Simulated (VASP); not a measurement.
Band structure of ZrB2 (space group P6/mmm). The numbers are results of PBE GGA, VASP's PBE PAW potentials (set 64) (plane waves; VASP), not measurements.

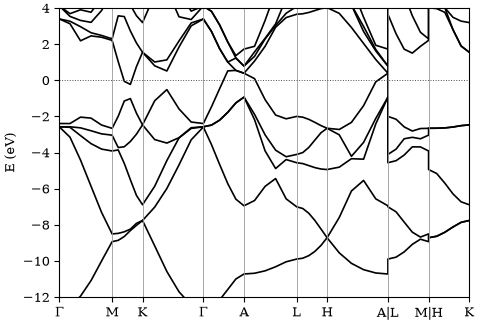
Figure. Bands along high-symmetry lines, zero at the valence-band maximum or, without a gap, the Fermi level

Read the plot: is there a gap, and where are the band edges?

It has no gap at this level: it comes out as a metal or semimetal.

The structure comes from a computed database's ZrB2 entry; how it stands against other phases isn't given here. The cell was not relaxed at this level.
